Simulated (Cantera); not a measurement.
A closed system holds: 1 mol HMDSO, a varied amount of N₂O, 5.9 mol N₂, equilibrated at 750 °C and 1.30 mbar.

Equilibrium computed with Cantera from the NASA thermochemical tables; the gas is ideal and each condensed phase is pure. Candidate condensed phases: C, C₆H₆, C₇H₈, C₈H₁₈, H₂O, Si, SiC, SiO₂, Si₂N₂O, Si₃N₄; 151 gas species. The feed counts by its element totals alone. Mutual solubility and eutectic melting of coexisting phases are not modelled. Equilibrium is a limit: real reactors are often held back by kinetics, nucleation or transport.

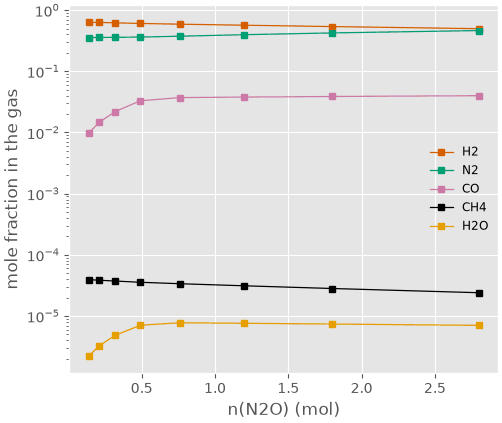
Figure: Equilibrium gas composition (values under 1e-9 drawn at 1e-9)

From 0.14 mol N₂O to 0.49 mol N₂O the condensed part is C(graphite) + Si₂N₂O(s). From 0.76 mol N₂O to 2.8 mol N₂O the condensed part is C(graphite) + SiO₂(β-quartz) + Si₂N₂O(s).
